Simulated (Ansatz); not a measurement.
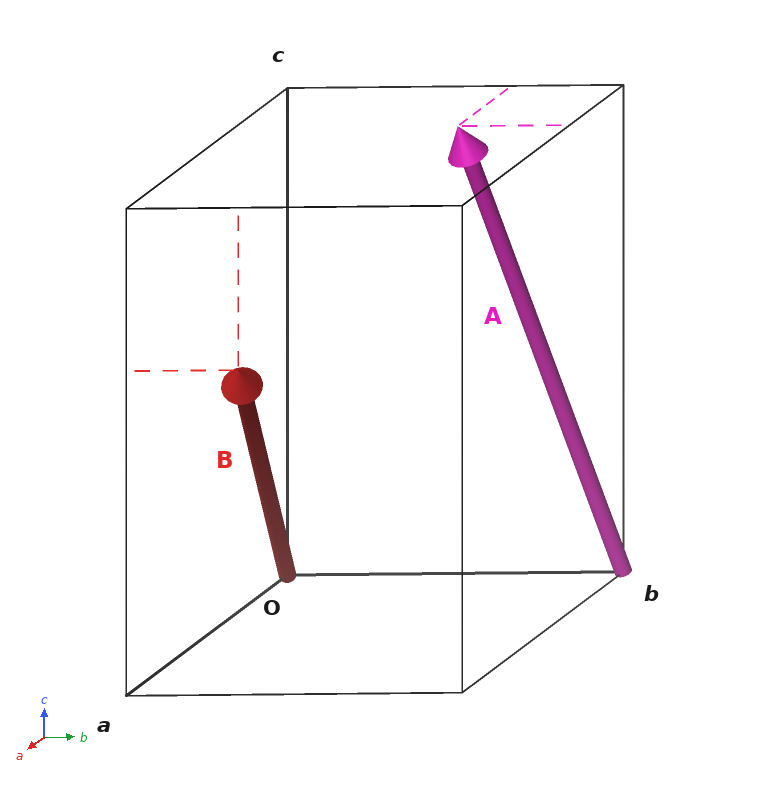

Crystal: Ti, the input geometry of an electronic-structure calculation (not necessarily at equilibrium). Each arrow starts at a corner of the unit cell and ends on its surface; where a tip isn't a corner, dashed lines run from it parallel to the axes. The drawing is computed from the coordinates (standard cell, symmetry found to 0.002 Å).

a = 2.950 Å, b = 2.950 Å, c = 4.686 Å, α = 90.00°, β = 90.00°, γ = 120.00°.

Which lattice directions are drawn?

Answer. Arrow A runs from (0, 1, 0) to (1/3, 2/3, 1), so [1 −1 3], in four indices [1 −1 0 3]; Arrow B runs from (0, 0, 0) to (1, 1/3, 2/3), so [3 1 2], in four indices [5 −1 −4 6].

How long is the vector ua + vb + wc in each case, and what angles do the directions make?

Answer. A 14.958 Å; B 12.196 Å. A–B: 30.1°.

In P6_3/mmc (No. 194), how many directions are equivalent to A (Laue class 6/mmm, both senses counted)?

Answer. 12.
